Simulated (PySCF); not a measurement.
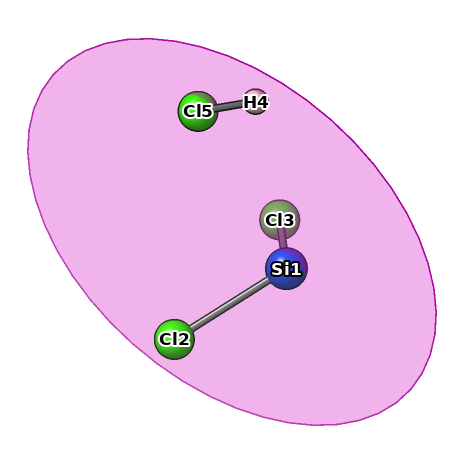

A disc through the centre of mass is drawn in. Distant atoms are faded towards the background colour. The geometry was computed by an optimisation with PBE0-D4/def2-TZVP. No frequency run is at hand to confirm it as a minimum.

Is the plane of the disc a mirror plane of the structure?

Answer. Yes. The reflection leaves Si1, H4, Cl5 in place and moves Cl2 ↔ Cl3. The point group is Cs.
